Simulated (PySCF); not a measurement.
## Geometry relaxation, with input and output: C$_{3}$H$_{6}$P$_{2}$

System: C$_{3}$H$_{6}$P$_{2}$.
Method: PBE0-D3(BJ)/def2-SVP geometry optimisation, gas phase (PySCF 2.14.0).

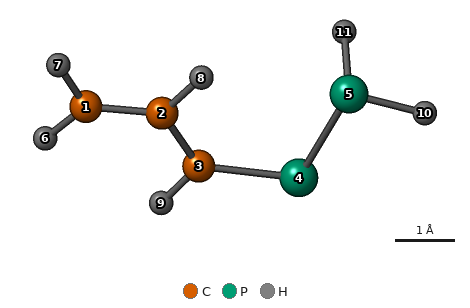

Fig. 1: The input geometry (ball-and-stick view, seen at a tilt; atoms are numbered from 1 in the order of the input).

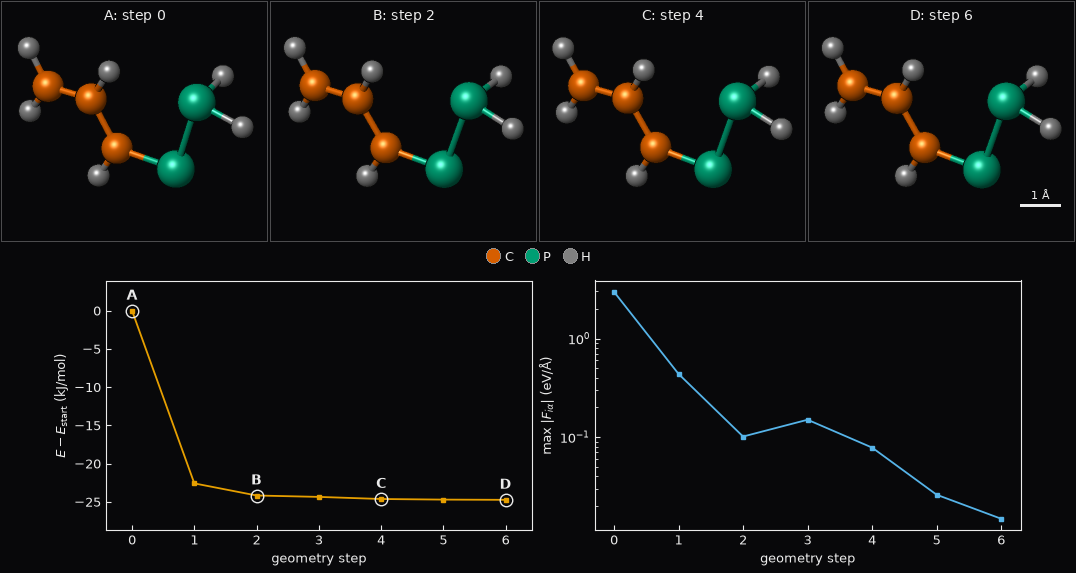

Fig. 2: Frames of the relaxation (ball-and-stick view, seen at a tilt) above the curves, on which the letters mark them (steps are counted from 0).

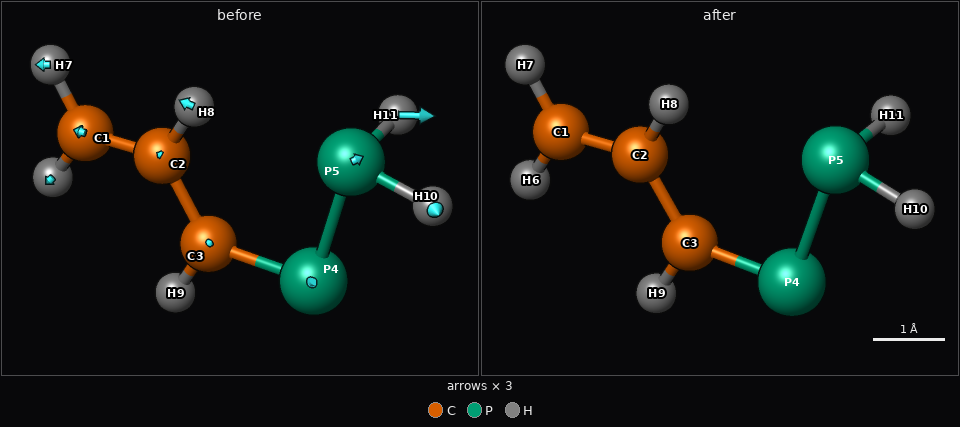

Fig. 3: Before (left) and after (right) the relaxation, at one scale (ball-and-stick view, seen at a tilt). The teal arrows give the displacements, magnified 3 times. The energy falls by 24.7 kJ/mol in 6 geometry steps. The largest force component goes from 3 to 0.015 eV/Å. The atom that moves furthest after the best rigid fit is H11 (0.18 Å). By element the largest moves are H 0.18 Å, P 0.07 Å, C 0.07 Å. Distances before and after: P4–P5 2.147 → 2.235 Å, C3–P4 1.739 → 1.687 Å, P5–H11 1.381 → 1.431 Å, C3–H9 1.058 → 1.100 Å. Among the angles that change: C2–C3–P4 127.3° → 131.2°, H6–C1–H7 114.6° → 117.3°, P4–C3–H9 116.0° → 113.5°. (Atoms are counted from 1 in the order of the input.)

The input and output of the run follow.

Input
```
{"job": {"xc": "PBE0", "basis": "def2-SVP", "d3": "d3bj", "grid": 1, "shake": 0.01, "kind": "geom"}, "charge": 0, "multiplicity": 1}
C     -2.130560     0.424260    -0.058080
C     -0.842400     0.212910    -0.051260
C     -0.264710    -0.983190    -0.561640
P      1.427430    -1.365270    -0.690020
P      2.353630     0.394790     0.119730
H     -2.848230    -0.259070    -0.479140
H     -2.561990     1.356550     0.331930
H     -0.143090     0.964370     0.357720
H     -0.936020    -1.730010    -0.895620
H      3.625630    -0.121900    -0.085440
H      2.358420     1.080730    -1.079180
```

The first line tells a small driver script what to run in PySCF; the rest is the geometry in Å.

Launched with:
```bash
OMP_NUM_THREADS=1 python <driver script> task.json out
```

The program's output
```
step   0  E = -799.88207970  max force = 0.057805
step   1  E = -799.89067800  max force = 0.008511
step   2  E = -799.89128109  max force = 0.001973
step   3  E = -799.89135068  max force = 0.002921
step   4  E = -799.89145549  max force = 0.001525
step   5  E = -799.89148577  max force = 0.000507
step   6  E = -799.89149676  max force = 0.000290
optimisation converged
```

Trajectory as extended XYZ (Å, eV, eV/Å), 7 frames, from step=0 to step=6
```
11
Properties=species:S:1:pos:R:3:forces:R:3 step=0 energy=-21765.90004
C    -2.1306    0.4243   -0.0581   -2.4334   1.5236   0.3524
C    -0.8424    0.2129   -0.0513    2.2363  -0.0151   0.1616
C    -0.2647   -0.9832   -0.5616    2.9725   0.2939   0.2904
P     1.4274   -1.3653   -0.6900   -1.9838  -0.8348  -0.3263
P     2.3536    0.3948    0.1197   -0.2960   0.5560   1.3327
H    -2.8482   -0.2591   -0.4791   -0.2943  -0.5796  -0.2525
H    -2.5620    1.3565    0.3319    0.1059  -0.1385   0.0152
H    -0.1431    0.9644    0.3577   -0.3075  -0.1042  -0.0202
H    -0.9360   -1.7300   -0.8956   -0.8860  -1.1123  -0.5488
H     3.6256   -0.1219   -0.0854    0.8586  -0.2751  -0.0661
H     2.3584    1.0807   -1.0792    0.0277   0.6861  -0.9384
11
Properties=species:S:1:pos:R:3:forces:R:3 step=1 energy=-21766.13401
C    -2.1755    0.3833    0.1222    0.3119  -0.1879  -0.0284
C    -0.8435    0.1666    0.0914   -0.3236   0.1042   0.0683
C    -0.2321   -1.0010   -0.4893   -0.0907  -0.2925  -0.4377
P     1.3741   -1.3236   -0.9255   -0.2316  -0.0474   0.2082
P     2.3998    0.4855   -0.1304    0.1718   0.1594  -0.1947
H    -2.8790   -0.3373   -0.3053   -0.0154  -0.0226   0.0207
H    -2.5903    1.2893    0.5621   -0.0449   0.1000   0.0374
H    -0.1798    0.9322    0.5056    0.0855   0.0325   0.0443
H    -0.9448   -1.7979   -0.7933    0.2652   0.2479   0.0943
H     3.7132   -0.0427   -0.3586   -0.1284   0.0380  -0.0086
H     2.3937    1.2206   -1.3717    0.0002  -0.1316   0.1962
11
Properties=species:S:1:pos:R:3:forces:R:3 step=2 energy=-21766.15042
C    -2.1819    0.3730    0.1270    0.0390   0.0374   0.0690
C    -0.8499    0.1839    0.0919   -0.1015   0.0189  -0.0068
C    -0.2368   -0.9731   -0.5119    0.0274  -0.0593  -0.0874
P     1.3723   -1.3272   -0.8778   -0.0147  -0.0287   0.0035
P     2.4111    0.5057   -0.1475    0.0591   0.0527   0.0257
H    -2.8734   -0.3585   -0.3027    0.0040   0.0114  -0.0118
H    -2.6151    1.2672    0.5819   -0.0140  -0.0168   0.0116
H    -0.1887    0.9401    0.5339    0.0048  -0.0116  -0.0515
H    -0.9394   -1.7602   -0.8287    0.0365   0.0316   0.0231
H     3.7110   -0.0515   -0.3453   -0.0112   0.0010   0.0021
H     2.4265    1.1755   -1.4135   -0.0294  -0.0365   0.0224
11
Properties=species:S:1:pos:R:3:forces:R:3 step=3 energy=-21766.15232
C    -2.1808    0.3806    0.1427   -0.0576  -0.0876  -0.0222
C    -0.8555    0.1791    0.0460    0.1502   0.1059   0.0614
C    -0.2360   -0.9812   -0.5507   -0.0951   0.0855   0.0963
P     1.3808   -1.3308   -0.8713    0.0650  -0.0414  -0.0067
P     2.4011    0.5089   -0.1229   -0.0164  -0.0073   0.0659
H    -2.8953   -0.3513   -0.2469   -0.0213   0.0136  -0.0116
H    -2.5884    1.2810    0.6112    0.0289  -0.0469  -0.0120
H    -0.1778    0.9400    0.4538   -0.0065   0.0170  -0.0294
H    -0.9245   -1.7808   -0.8495   -0.0803  -0.0629  -0.0729
H     3.7025   -0.0393   -0.3169    0.0383  -0.0203  -0.0095
H     2.4097    1.1687   -1.3883   -0.0051   0.0443  -0.0592
11
Properties=species:S:1:pos:R:3:forces:R:3 step=4 energy=-21766.15517
C    -2.1837    0.3675    0.1429   -0.0517   0.0547   0.0366
C    -0.8533    0.2026    0.0451    0.0413  -0.0784  -0.0220
C    -0.2391   -0.9624   -0.5478    0.0514   0.0592   0.0517
P     1.3752   -1.3286   -0.8714    0.0179  -0.0271   0.0244
P     2.4206    0.4949   -0.1145   -0.0311  -0.0133   0.0213
H    -2.8833   -0.3798   -0.2446    0.0159  -0.0057   0.0027
H    -2.6121    1.2571    0.6111   -0.0027  -0.0006  -0.0074
H    -0.1839    0.9776    0.4388   -0.0191   0.0007  -0.0087
H    -0.9349   -1.7581   -0.8455   -0.0486  -0.0205  -0.0571
H     3.7152   -0.0633   -0.3319    0.0170  -0.0072  -0.0103
H     2.4150    1.1674   -1.3749    0.0096   0.0381  -0.0312
11
Properties=species:S:1:pos:R:3:forces:R:3 step=5 energy=-21766.15599
C    -2.1847    0.3693    0.1435    0.0052  -0.0087  -0.0018
C    -0.8538    0.1985    0.0518    0.0126  -0.0128  -0.0158
C    -0.2374   -0.9645   -0.5412    0.0038   0.0001  -0.0261
P     1.3783   -1.3353   -0.8586   -0.0202   0.0123   0.0047
P     2.4222    0.4957   -0.1168    0.0061  -0.0083   0.0030
H    -2.8815   -0.3778   -0.2493   -0.0052   0.0001   0.0051
H    -2.6141    1.2597    0.6080   -0.0016   0.0080   0.0053
H    -0.1863    0.9726    0.4491    0.0017   0.0061   0.0042
H    -0.9368   -1.7516   -0.8606    0.0096   0.0037   0.0118
H     3.7182   -0.0609   -0.3392   -0.0068   0.0066  -0.0005
H     2.4117    1.1694   -1.3795   -0.0051  -0.0071   0.0101
11
Properties=species:S:1:pos:R:3:forces:R:3 step=6 energy=-21766.15629
C    -2.1801    0.3700    0.1450   -0.0025   0.0049   0.0042
C    -0.8501    0.1982    0.0418   -0.0115  -0.0149  -0.0104
C    -0.2382   -0.9680   -0.5489    0.0024   0.0097  -0.0041
P     1.3782   -1.3381   -0.8592    0.0073  -0.0027  -0.0001
P     2.4167    0.4918   -0.1068    0.0080  -0.0114  -0.0043
H    -2.8824   -0.3790   -0.2340    0.0022  -0.0001  -0.0025
H    -2.6038    1.2643    0.6078   -0.0003   0.0011   0.0050
H    -0.1794    0.9745    0.4297   -0.0052   0.0017   0.0013
H    -0.9378   -1.7558   -0.8656    0.0045   0.0082   0.0054
H     3.7141   -0.0571   -0.3378   -0.0019   0.0030  -0.0013
H     2.3988    1.1742   -1.3645   -0.0028   0.0004   0.0067
```

Results in brief

| quantity | value |
| --- | --- |
| outcome | converged |
| total energy | −799.891497 hartree |
| dipole moment | 1.19 D |
| point group | C1 |
| hardware | 1 CPU thread, shared host |
| wall time | 28 s |
| peak memory | 0.44 GiB |
